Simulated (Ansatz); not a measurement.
C2H8FNOSi

```yaml
atoms:
  - { symbol: C, position_ang: [-0.4509, -1.5800, 0.6183] }
  - { symbol: Si, position_ang: [0.3350, -0.0031, 0.0063] }
  - { symbol: N, position_ang: [1.0732, -0.3134, -1.5145] }
  - { symbol: O, position_ang: [1.4138, 0.6256, 1.1187] }
  - { symbol: C, position_ang: [-0.9475, 1.3870, -0.1719] }
  - { symbol: F, position_ang: [-1.1607, 1.9247, 1.1000] }
  - { symbol: H, position_ang: [0.3127, -2.3317, 0.8728] }
  - { symbol: H, position_ang: [-1.1303, -2.0140, -0.1318] }
  - { symbol: H, position_ang: [-1.0346, -1.3791, 1.5302] }
  - { symbol: H, position_ang: [1.3820, -1.2524, -1.7374] }
  - { symbol: H, position_ang: [1.6898, 0.3743, -1.9329] }
  - { symbol: H, position_ang: [1.0036, 1.2920, 1.6822] }
  - { symbol: H, position_ang: [-0.5834, 2.1947, -0.8327] }
  - { symbol: H, position_ang: [-1.9154, 1.0464, -0.5785] }
```

Computed with Ansatz, RKS PBE0-D4/def2-SVP.

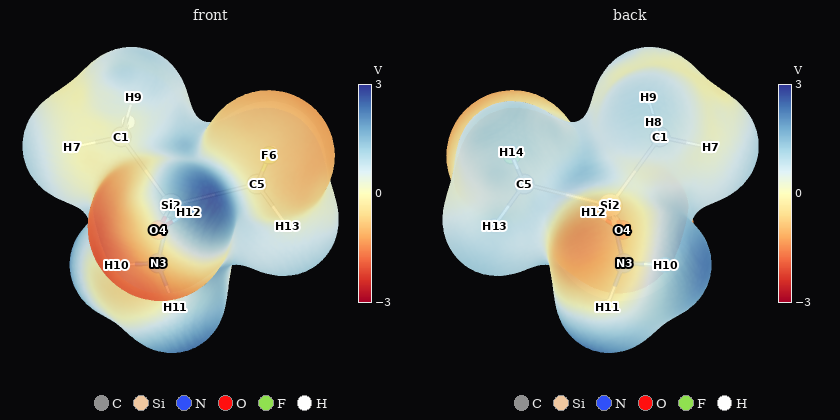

Figure 1. The molecular electrostatic potential painted on the density surface at 0.004 e/bohr³, seen from the front and from behind; the colour scale runs from red (negative) to blue (positive).

Question: Where is the surface potential most negative and most positive?

Answer: The most negative region (about −1.9 V, or −44 kcal/mol for a unit charge) lies over O4, the most positive (about +2.5 V, or +58 kcal/mol for a unit charge) over H12. O4 is the likeliest acceptor of a hydrogen bond.

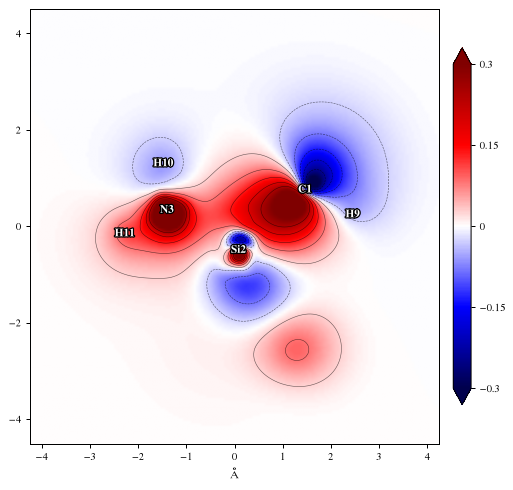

Figure 2. The HOMO−1 on the plane of atoms Si2, C1 and H9 (values in Å⁻³ᐟ²; the overall sign is arbitrary).

Question: Describe this orbital and give its energy.

Answer: Its weight (Hirshfeld) is mainly on N3 (about 25 %), Si2 (about 15 %), O4 (about 15 %), C5 (about 15 %), C1 (about 10 %) and F6 (about 10 %). Its energy is −8.15 eV.

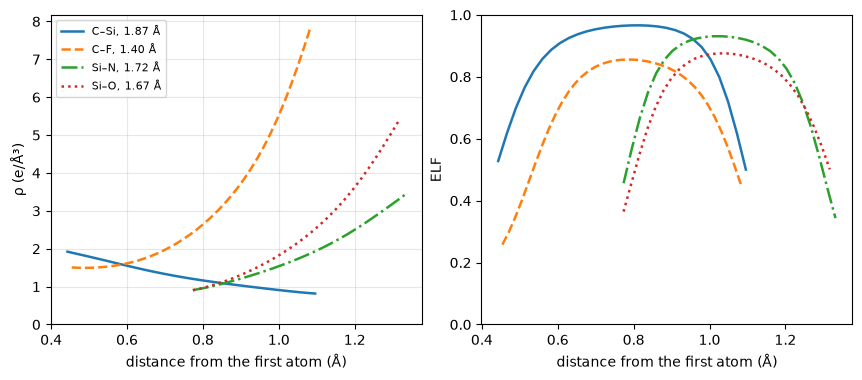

Figure 3. Total electron density and ELF along straight lines between neighbouring atoms. The curves leave out the atomic cores.

Question: Compare the contacts.

Answer: C–Si (1.87 Å): the density is about 0.99 e/Å³ at the midpoint; the ELF peaks at about 0.95 between the atoms: a shared electron pair.
C–F (1.40 Å): ρ is about 2 e/Å³ halfway, with its minimum of 1.5 e/Å³ about 0.5 Å from C; the ELF peaks at about 0.85 between the atoms (a shared but strongly polarised pair).
Si–N (1.72 Å): ρ is about 1.1 e/Å³ halfway; the ELF peaks at about 0.95 between the atoms, as expected for a polar covalent bond.
Si–O (1.67 Å): ρ is about 1.1 e/Å³ halfway; the ELF peaks at about 0.90 between the atoms; a polar covalent bond.
